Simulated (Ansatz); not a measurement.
| atom | x (Å) | y (Å) | z (Å) |
| --- | --- | --- | --- |
| C | 2.4201 | -1.0072 | -0.0926 |
| C | 1.9206 | -0.1810 | 0.6449 |
| F | 0.9840 | 2.7531 | 1.2732 |
| Ga | 1.1382 | 1.0884 | 1.8139 |
| S | 0.3790 | 0.6801 | 3.8417 |
| H | 2.8601 | -1.7294 | -0.7455 |
| H | 0.0045 | 1.9652 | 4.0318 |

Geometry: B3LYP/6-31G*.

Computed with Ansatz 0.2.0, isolated molecule in a Gaussian basis; Kohn-Sham density functional theory, functional PBE0.

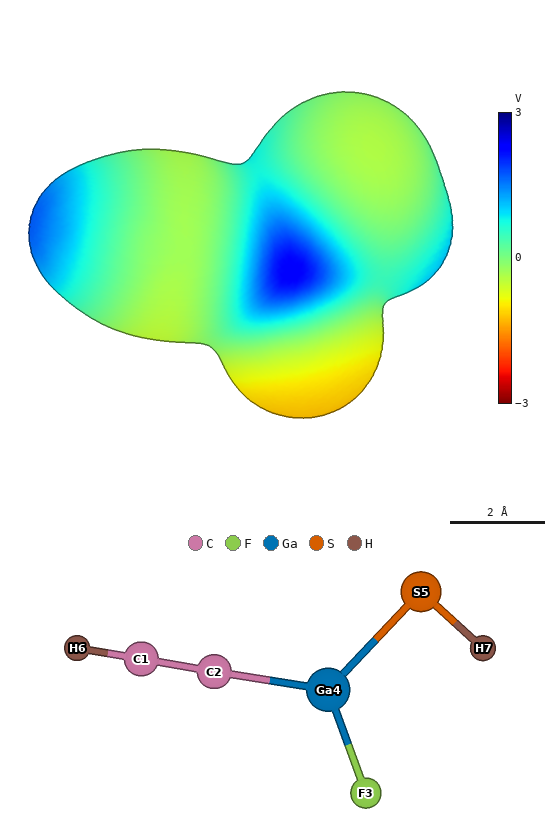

C2H2FGaS (SMILES C#[C][Ga]([F])[SH]). The electrostatic potential painted on the density surface at 0.001 e/bohr³, seen at a tilt; red is negative and blue positive. The bare structure is drawn below in the same view.

Which sites attract a positive test charge, and which a negative one?

A positive charge is drawn to the negative regions and a negative charge to the positive ones. The most negative region (about −1.2 V, or −28 kcal/mol for a unit charge) lies over F3, the most positive (about +2.3 V, or +53 kcal/mol for a unit charge) over Ga4.

What dipole moment does the calculation give?

Its dipole moment is 1.74 D.
